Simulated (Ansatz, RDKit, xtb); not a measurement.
# CH7GeSi: a search for the lowest isomer, part 2 of 2

Given the formula CH7GeSi (odd number of electrons) and nothing else, which arrangement of the atoms is the most stable in the gas at 298.15 K, and what are its properties?

xtb, Ansatz and PySCF; isolated molecules.

**10. c051a at MP2/def2-TZVPP**

The input, input.yaml:

```yaml
crystal:
  periodic: [false, false, false]
  atoms:
    - {symbol: C, position_ang: [-0.521906, -1.297306, -0.392337]}
    - {symbol: Ge, position_ang: [1.945197, 0.951227, 0.917902]}
    - {symbol: Si, position_ang: [0.822517, -0.077878, -0.929621]}
    - {symbol: H, position_ang: [-1.007583, -1.742783, -1.276288]}
    - {symbol: H, position_ang: [-0.093003, -2.110185, 0.213738]}
    - {symbol: H, position_ang: [-1.292986, -0.789828, 0.207630]}
    - {symbol: H, position_ang: [0.227699, 1.012679, -1.758554]}
    - {symbol: H, position_ang: [1.855437, -0.778002, -1.750083]}
    - {symbol: H, position_ang: [2.705429, -0.050212, 1.828915]}
    - {symbol: H, position_ang: [1.015634, 1.804556, 1.822632]}
basis:
  gaussian:
    orbitals: def2-TZVPP
correlation:
  method: mp2
  frozen_orbitals: {Ge: 9, C: 1, Si: 5, H: 0}
magnetization:
  spin_polarized: true
  initial_magnetization: 1
```

Run with:

```bash
ansatz run input.yaml --threads 2 --pin off --max-ram 4350MiB --events-out events.jsonl --progress --plain --runs-dir runs
```

Output:

```text
Warning: RAYON_NUM_THREADS=2 ignored (pool sized by the plan → 2); use --threads N
Functional definition: HF
  name "HF"
  exchange = exact_x
  correlation = 0
1272 factors; integrals over basis functions are off by at most 8.0e-4 eV
mean field evaluation 1: about -65474.7790 eV, gradient 1.9e1 eV
mean field evaluation 2: about -65474.7814 eV, gradient 1.9e1 eV
mean field evaluation 4: about -65477.2710 eV, gradient 2.5e0 eV
mean field evaluation 8: about -65477.3450 eV, gradient 1.2e-1 eV
mean field -65477.34541552 eV, -2406.2480618816 hartree, gradient 4.2e-6 eV, S^2 0.758884; 0 other end points of the search recorded, 0 dependent functions left out
15 core orbitals not correlated: weight in the atoms' cores, before any rotation towards them, 1.000 or more for the frozen orbitals, at most 0.000 for the correlated occupied ones
reference -65477.34541552 eV, -2406.2480618816 hartree; 15, 14 occupied and 189, 190 virtual orbitals, 1272 factors
second order -14.93779200 eV of doubles, -0.00000000 eV of singles
Total energy: -65492.28320752 eV, -2406.7970156124 hartree
```

It took 6.3 s on 2 threads of Arm Neoverse V1, shared host; peak memory 0.58 GiB.

**11. c824a at CCSD(T)/def2-SVP**

The input, input.yaml:

```yaml
crystal:
  periodic: [false, false, false]
  atoms:
    - {symbol: C, position_ang: [-0.873984, -1.371190, -0.446338]}
    - {symbol: Ge, position_ang: [-0.153964, 0.450348, -0.138942]}
    - {symbol: Si, position_ang: [2.162521, 0.458822, 0.478357]}
    - {symbol: H, position_ang: [-0.370487, -1.825398, -1.315399]}
    - {symbol: H, position_ang: [-0.702663, -2.005166, 0.435522]}
    - {symbol: H, position_ang: [-1.953902, -1.324831, -0.649931]}
    - {symbol: H, position_ang: [-0.419052, 1.321794, -1.401350]}
    - {symbol: H, position_ang: [3.039943, -0.140590, -0.576570]}
    - {symbol: H, position_ang: [2.332703, -0.336523, 1.730477]}
    - {symbol: H, position_ang: [2.613110, 1.858668, 0.730297]}
basis:
  gaussian:
    orbitals: def2-SVP
scf:
  omitted_lower_state_checks: [cluster_reference]
magnetization:
  spin_polarized: true
  initial_magnetization: 1
correlation:
  method: ccsd_t
  frozen_orbitals: {Ge: 9, C: 1, Si: 5, H: 0}
```

Run with:

```bash
ansatz run input.yaml --threads 2 --pin off --max-ram 4350MiB --events-out events.jsonl --progress --plain --runs-dir runs
```

Output, cut to the lines that bear on the results:

```text
Warning: RAYON_NUM_THREADS=2 ignored (pool sized by the plan → 2); use --threads N
[... 2 set-up lines as earlier in the session ...]
[...]
992 factors; integrals over basis functions are off by at most 1.5e-3 eV
[...]
mean field -65465.98227764 eV, -2405.8304742668 hartree, gradient 8.9e-6 eV, S^2 0.756361; 0 other end points of the search recorded, 0 dependent functions left out
15 core orbitals not correlated: weight in the atoms' cores, before any rotation towards them, 1.000 or more for the frozen orbitals, at most 0.000 for the correlated occupied ones
reference -65465.98227764 eV, -2405.8304742668 hartree; 15, 14 occupied and 69, 70 virtual orbitals, 992 factors
second order -12.70463649 eV of doubles, -0.00000000 eV of singles
cycle   1  -13.36904960 eV  change   -6.6e-1 eV  update   8.9e-2
[...]
cycle   9  -13.92049443 eV  change   -3.6e-6 eV  update   3.4e-5
perturbative correction -0.39250810 eV, -0.0144244066 hartree
Total energy: -65480.29528017 eV, -2406.3564674081 hartree
Checks for a lower state left out: cluster_reference
```

It took 20 s on 2 threads of Arm Neoverse V1, shared host; peak memory 0.74 GiB.

**12. Free energies and the winner**

Energies in kcal/mol from c051a; G adds the thermal terms to the CCSD(T)/def2-SVP + MP2/def2-TZVPP - MP2/def2-SVP energy. The columns left of the relaxed level are at the tight-binding geometries.

```tsv
label	SMILES	spin	GFN2-xTB	HF/STO-3G	r2SCAN-D4/def2-SVP	B3LYP-D3(BJ)/def2-SVP	HF/def2-SVP	MP2/def2-SVP	CCSD(T)/def2-SVP + MP2/def2-TZVPP - MP2/def2-SVP	G	share at equilibrium	T1
c051a	C[SiH2][GeH2]	doublet	0.0	0.0	0.0	0.0	0.0	0.0	0.0	0.0	98.3 %	0.010
c824a	[CH3][GeH][SiH3]	doublet	-2.7	0.2	3.2	3.3	3.8	3.5	2.9	2.4	1.7 %	0.010
c802a	C[SiH][GeH3]	doublet	9.8	-8.8	3.5	6.9	7.5	6.8	7.3	6.5	< 0.1 %	0.011
```

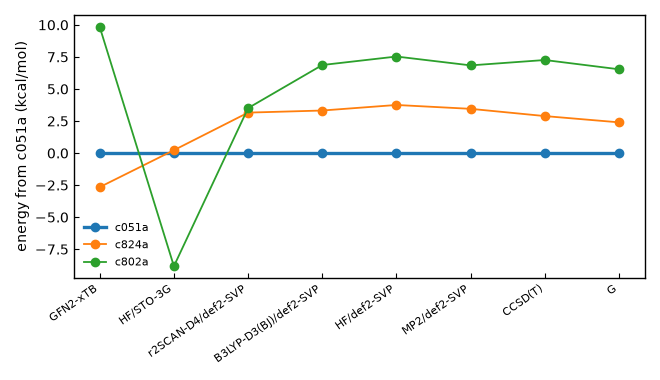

The finalists at each level, measured from c051a.

Lowest found: c051a, `C[SiH2][GeH2]`, a doublet of point group Cs. Bond lengths: C1–Si3 1.893 Å, Ge2–Si3 2.394 Å, C1–H4 1.103 Å, C1–H5 1.101 Å, C1–H6 1.101 Å, Si3–H7 1.493 Å, Si3–H8 1.493 Å, Ge2–H9 1.553 Å, Ge2–H10 1.553 Å. Some angles: C1–Si3–Ge2 113.0°, C1–Si3–H7 110.2°, C1–Si3–H8 110.2°, Ge2–Si3–H7 107.5°, Ge2–Si3–H8 107.5°, Si3–C1–H4 110.2°, Si3–C1–H5 110.8°, Si3–C1–H6 110.8°, Si3–Ge2–H9 113.9°, Si3–Ge2–H10 113.9°.

```xyz
10

C    -0.5219   -1.2973   -0.3923
Ge    1.9452    0.9512    0.9179
Si    0.8225   -0.0779   -0.9296
H    -1.0076   -1.7428   -1.2763
H    -0.0930   -2.1102    0.2137
H    -1.2930   -0.7898    0.2076
H     0.2277    1.0127   -1.7586
H     1.8554   -0.7780   -1.7501
H     2.7054   -0.0502    1.8289
H     1.0156    1.8046    1.8226
```

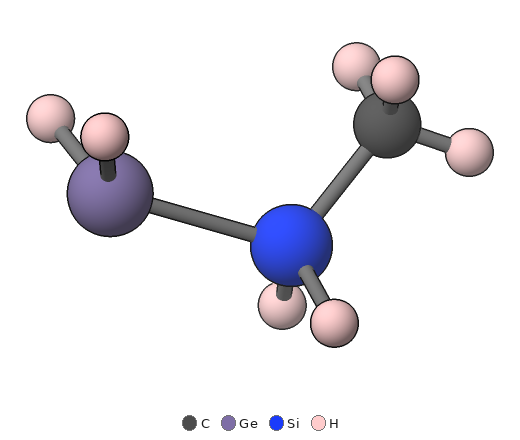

The lowest structure found, seen from a chosen angle (carbon dark grey, germanium purple, silicon blue, hydrogen pink).

**13. Density, orbitals and dipole (PBE0/def2-TZVPD)**

The input, input.yaml:

```yaml
crystal:
  periodic: [false, false, false]
  atoms:
    - {symbol: C, position_ang: [-0.521906, -1.297306, -0.392337]}
    - {symbol: Ge, position_ang: [1.945197, 0.951227, 0.917902]}
    - {symbol: Si, position_ang: [0.822517, -0.077878, -0.929621]}
    - {symbol: H, position_ang: [-1.007583, -1.742783, -1.276288]}
    - {symbol: H, position_ang: [-0.093003, -2.110185, 0.213738]}
    - {symbol: H, position_ang: [-1.292986, -0.789828, 0.207630]}
    - {symbol: H, position_ang: [0.227699, 1.012679, -1.758554]}
    - {symbol: H, position_ang: [1.855437, -0.778002, -1.750083]}
    - {symbol: H, position_ang: [2.705429, -0.050212, 1.828915]}
    - {symbol: H, position_ang: [1.015634, 1.804556, 1.822632]}
basis:
  gaussian: {orbitals: def2-TZVPD}
magnetization: {spin_polarized: true, initial_magnetization: 1}
hamiltonian: {xc: {name: PBE0}}
output: {forces: true, orbitals: {seedname: orbitals}}
```

Run with:

```bash
ansatz run input.yaml --threads 2 --pin off --max-ram 4350MiB --events-out events.jsonl --progress --plain --runs-dir runs
```

Output, cut to the lines that bear on the results:

```text
Warning: RAYON_NUM_THREADS=2 ignored (pool sized by the plan → 2); use --threads N
Functional definition: PBE0
  name "PBE0"
[...]
1253 factors; their error is unknown
[...]
mean field -65534.96647426 eV, -2408.3655967332 hartree, gradient 4.7e-5 eV, S^2 0.753475; 0 other end points of the search recorded, 0 dependent functions left out
[...]
reference -65534.96651371 eV, -2408.3655981829 hartree; 30, 29 occupied and 167, 168 virtual orbitals, 1253 factors
Total energy: -65534.96651371 eV, -2408.3655981829 hartree
Atom 0 at    -0.521906    -1.297306    -0.392337 Å, force    -0.045154    -0.041029     0.004210 eV/Å
Atom 1 at     1.945197     0.951227     0.917902 Å, force    -0.129860    -0.118320     0.020147 eV/Å
Atom 2 at     0.822517    -0.077878    -0.929621 Å, force    -0.083836    -0.075575     0.123042 eV/Å
Atom 3 at    -1.007583    -1.742783    -1.276288 Å, force     0.134577     0.123394     0.239095 eV/Å
Atom 4 at    -0.093003    -2.110185     0.213738 Å, force    -0.115236     0.224612    -0.167831 eV/Å
Atom 5 at    -1.292986    -0.789828     0.207630 Å, force     0.213354    -0.136982    -0.166134 eV/Å
Atom 6 at     0.227699     1.012679    -1.758554 Å, force     0.036514    -0.064173     0.043989 eV/Å
Atom 7 at     1.855437    -0.778002    -1.750083 Å, force    -0.060612     0.042720     0.043445 eV/Å
Atom 8 at     2.705429    -0.050212     1.828915 Å, force    -0.030969     0.084182    -0.070160 eV/Å
Atom 9 at     1.015634     1.804556     1.822632 Å, force     0.081223    -0.038830    -0.069803 eV/Å
Dipole moment:    -0.159680    -0.145278    -0.038279 e Å
```

Wall time 9.3 s (2 threads of Arm Neoverse V1, shared host); peak memory 0.66 GiB.

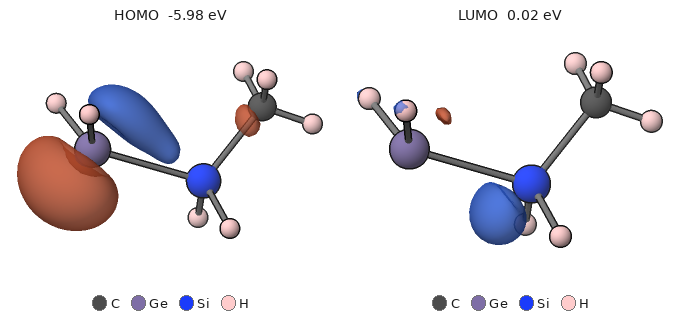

Frontier orbitals of this run (spin up), surfaces at ±0.2 Å^-3/2.

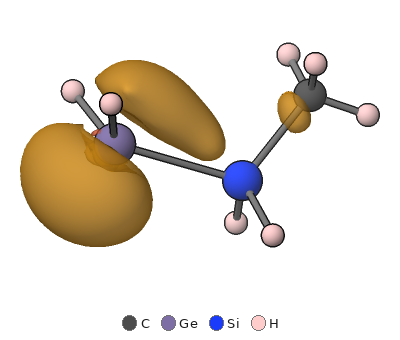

Spin density, surfaces at ±0.03 e/Å³.

**14. Frequencies after a tight-binding relaxation (GFN2-xTB)**

The input, start.xyz:

```xyz
10
c051a
C     -0.521906    -1.297306    -0.392337
Ge     1.945197     0.951227     0.917902
Si     0.822517    -0.077878    -0.929621
H     -1.007583    -1.742783    -1.276288
H     -0.093003    -2.110185     0.213738
H     -1.292986    -0.789828     0.207630
H      0.227699     1.012679    -1.758554
H      1.855437    -0.778002    -1.750083
H      2.705429    -0.050212     1.828915
H      1.015634     1.804556     1.822632
```

Run with:

```bash
xtb start.xyz --gfn 2 --ohess tight --uhf 1
```

Output, cut to the lines that bear on the results:

```text
* xtb version 6.7.1
[...]
          :  # basis functions                  31          :
[...]
          :  # electrons                        19          :
[...]
          :  Hamiltonian                  GFN2-xTB          :
[...]
          :  net charge                          0          :
          :  unpaired electrons                  1          :
[...]
   *** convergence criteria satisfied after 13 iterations ***
[...]
   *** GEOMETRY OPTIMIZATION CONVERGED AFTER 11 ITERATIONS ***
[...]
   *** convergence criteria satisfied after 3 iterations ***
[...]
         ::                     SUMMARY                     ::
         :::::::::::::::::::::::::::::::::::::::::::::::::::::
         :: total energy              -9.314707653457 Eh    ::
         :: gradient norm              0.000171271381 Eh/a0 ::
         :: HOMO-LUMO gap              3.625212303206 eV    ::
         ::.................................................::
         :: SCC energy                -9.407135267654 Eh    ::
         :: -> isotropic ES            0.011781953661 Eh    ::
         :: -> anisotropic ES          0.002550282536 Eh    ::
         :: -> anisotropic XC          0.005096405361 Eh    ::
         :: -> dispersion             -0.005862284858 Eh    ::
         :: repulsion energy           0.092427614196 Eh    ::
         :: add. restraining           0.000000000000 Eh    ::
         :: total charge              -0.000000000000 e     ::
         :::::::::::::::::::::::::::::::::::::::::::::::::::::
[...]
        10        1.0000           -0.3205160              -8.7217 (HOMO)
        11                         -0.1872922              -5.0965 (LUMO)
[...]
molecular dipole:
                 x           y           z       tot (Debye)
 q only:       -0.065      -0.062      -0.720
   full:       -0.305      -0.280      -0.679       2.020
molecular quadrupole (traceless):
[...]
          | TOTAL ENERGY               -9.314707653475 Eh   |
          | TOTAL ENTHALPY             -9.242676581717 Eh   |
          | TOTAL FREE ENERGY          -9.282520746100 Eh   |
          | GRADIENT NORM               0.000171355020 Eh/α |
[...]
```

It took 0.16 s on 2 threads of Arm Neoverse V1, shared host.

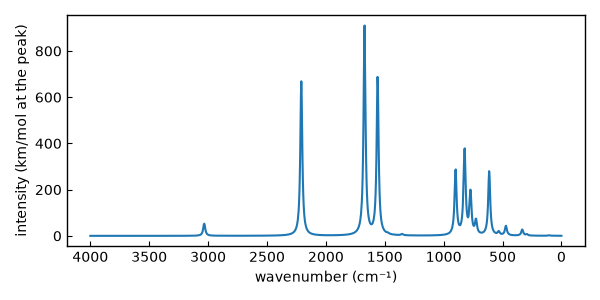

Harmonic infrared spectrum, unscaled, lines broadened by 10 cm⁻¹.

**15. The cation at the same geometry (PBE0/def2-TZVPD)**

input.yaml: that of step 13 with these lines changed.

```diff
@@ -14,5 +14,6 @@
 basis:
-  gaussian: {orbitals: def2-TZVPD}
-magnetization: {spin_polarized: true, initial_magnetization: 1}
-hamiltonian: {xc: {name: PBE0}}
-output: {forces: true, orbitals: {seedname: orbitals}}
+  gaussian:
+    orbitals: def2-TZVPD
+total_charge: 1
+hamiltonian:
+  xc: {name: PBE0}
```

Run with:

```bash
ansatz run input.yaml --threads 2 --pin off --max-ram 4350MiB --events-out events.jsonl --progress --plain --runs-dir runs
```

Output:

```text
Warning: RAYON_NUM_THREADS=2 ignored (pool sized by the plan → 2); use --threads N
[... 2 set-up lines as earlier in the session ...]
  parameter a = 0.25
  parameter kappa = 0.804
  parameter beta = 0.06672455060314922
  exchange = (1 - a)*pbe_x(kappa = kappa, mu = beta*pi^2/3) + a*exact_x
  correlation = pbe_c(beta = beta)
1253 factors; their error is unknown
mean field evaluation 1: about -65515.8116 eV, gradient 6.7e1 eV
mean field evaluation 2: about -65477.1500 eV, gradient 1.1e2 eV
mean field evaluation 4: about -65526.4568 eV, gradient 1.1e1 eV
mean field evaluation 8: about -65526.7379 eV, gradient 1.9e-1 eV
mean field evaluation 16: about -65526.9633 eV, gradient 9.9e-5 eV
mean field -65526.96328951 eV, -2408.0714851187 hartree, gradient 4.3e-5 eV, S^2 0.000000; 0 other end points of the search recorded, 0 dependent functions left out
reference -65526.96332315 eV, -2408.0714863546 hartree; 29, 29 occupied and 168, 168 virtual orbitals, 1253 factors
Total energy: -65526.96332315 eV, -2408.0714863546 hartree
```

It took 4.2 s on 2 threads of Arm Neoverse V1, shared host.

Difference from the parent: 8.00 eV. Only this spin of the product was run; a higher spin can lie lower.

**16. The anion at the same geometry (PBE0/def2-TZVPD)**

input.yaml: that of step 15 with these lines changed.

```diff
@@ -16,4 +16,9 @@
     orbitals: def2-TZVPD
-total_charge: 1
+total_charge: -1
+scf:
+  lower_state_search: off
 hamiltonian:
-  xc: {name: PBE0}
+  xc: pbe0
+magnetization:
+  spin_polarized: false
+  initial_magnetization: 0
```

Run with:

```bash
ansatz run input.yaml --threads 2 --pin off --max-ram 4350MiB --events-out events.jsonl --progress --plain --runs-dir runs
```

Output, cut to the lines that bear on the results:

```text
Warning: RAYON_NUM_THREADS=2 ignored (pool sized by the plan → 2); use --threads N
[... 2 set-up lines as earlier in the session ...]
[...]
1253 factors; their error is unknown
[...]
mean field -65536.04977010 eV, -2408.4054071213 hartree, gradient 2.1e-6 eV, S^2 0.000000; 0 other end points of the search recorded, 0 dependent functions left out
reference -65536.04981551 eV, -2408.4054087899 hartree; 30, 30 occupied and 167, 167 virtual orbitals, 1253 factors
Total energy: -65536.04981551 eV, -2408.4054087899 hartree
Checks for a lower state left out: stability, starts, cluster_reference, orbital_swaps, neighbouring_geometries, increment
```

Run time: 2.5 s. Hardware: 2 threads of Arm Neoverse V1, shared host.

Parent less the species with the added electron: 1.08 eV.

**17. The quartet at the same geometry (PBE0/def2-TZVPD)**

The input, input.yaml:

```yaml
crystal:
  periodic: [false, false, false]
  atoms:
    - symbol: C
      position_ang: [-0.521906, -1.297306, -0.392337]
    - symbol: Ge
      position_ang: [1.945197, 0.951227, 0.917902]
    - symbol: Si
      position_ang: [0.822517, -0.077878, -0.929621]
    - symbol: H
      position_ang: [-1.007583, -1.742783, -1.276288]
    - symbol: H
      position_ang: [-0.093003, -2.110185, 0.213738]
    - symbol: H
      position_ang: [-1.292986, -0.789828, 0.207630]
    - symbol: H
      position_ang: [0.227699, 1.012679, -1.758554]
    - symbol: H
      position_ang: [1.855437, -0.778002, -1.750083]
    - symbol: H
      position_ang: [2.705429, -0.050212, 1.828915]
    - symbol: H
      position_ang: [1.015634, 1.804556, 1.822632]
basis:
  gaussian:
    orbitals: def2-TZVPD
magnetization:
  spin_polarized: true
  initial_magnetization: 3
hamiltonian:
  xc: {name: PBE0}
```

Run with:

```bash
ansatz run input.yaml --threads 2 --pin off --max-ram 4350MiB --events-out events.jsonl --progress --plain --runs-dir runs
```

Output, cut to the lines that bear on the results:

```text
Warning: RAYON_NUM_THREADS=2 ignored (pool sized by the plan → 2); use --threads N
[... 7 set-up lines as earlier in the session ...]
1253 factors; their error is unknown
mean field evaluation 1: about -65521.2294 eV, gradient 3.8e1 eV
mean field evaluation 2: about -65495.4180 eV, gradient 6.7e1 eV
mean field evaluation 4: about -65528.2848 eV, gradient 5.2e0 eV
mean field evaluation 8: about -65528.4756 eV, gradient 2.8e-1 eV
mean field evaluation 16: about -65528.7066 eV, gradient 4.8e-3 eV
mean field evaluation 32: about -65528.7066 eV, gradient 2.4e-5 eV
mean field evaluation 64: about -65528.6972 eV, gradient 2.5e-1 eV
mean field -65528.70656400 eV, -2408.1355492746 hartree, gradient 4.5e-6 eV, S^2 3.756444; 7 other end points of the search recorded, 0 dependent functions left out
reference -65528.70662183 eV, -2408.1355513997 hartree; 31, 28 occupied and 166, 169 virtual orbitals, 1253 factors
Total energy: -65528.70662183 eV, -2408.1355513997 hartree
```

Run time: 43 s. Hardware: 2 threads of Arm Neoverse V1, shared host; peak memory 0.95 GiB.

It lies 6.26 eV above the doublet.

**18. Outcome**

This closing draws on all 2 parts.

| quantity | value |
| --- | --- |
| lowest structure found | C[SiH2][GeH2], doublet, Cs |
| next finalist | [CH3][GeH][SiH3], doublet, 2.4 kcal/mol higher in G |
| share at equilibrium, among the finalists | 98.3 % |
| funnel | 14 starts, 13 minima at GFN2-xTB, 8 screening runs, 6 relaxed, 3 ranked |
| CPU time of all runs | 24 min |
| harmonic wavenumbers, lowest and highest (B3LYP-D3(BJ)/def2-SVP) | 88 and 3135 cm⁻¹ |
| rotational constants, same geometry | 0.4468, 0.07174, 0.06553 cm⁻¹ |
| dipole moment (PBE0/def2-TZVPD) | 1.05 D |
| HOMO energy (highest over α and β) (PBE0/def2-TZVPD) | -5.98 eV |
| LUMO energy (lowest over α and β) (PBE0/def2-TZVPD) | -2.74 eV |
| vertical ionisation energy (to the singlet cation) | 8.00 eV |
| vertical electron affinity | 1.08 eV |
| vertical quartet less doublet | +6.26 eV |

What this shows: The lowest structure found is `C[SiH2][GeH2]`. The margin, 2.4 kcal/mol, is modest. r2SCAN-D4/def2-SVP, B3LYP-D3(BJ)/def2-SVP, HF/def2-SVP and MP2/def2-SVP already put its bonding pattern lowest among the structures in one piece; GFN2-xTB favours the doublet [CH3][GeH][SiH3]; HF/STO-3G favours the doublet C[SiH][GeH3]. The largest share of the time went into the vibrations (52 %). Lowest found is not proven lowest: the search is finite, and each finalist counts with one conformer. Patterns outside the rules of the enumeration were met only by chance.
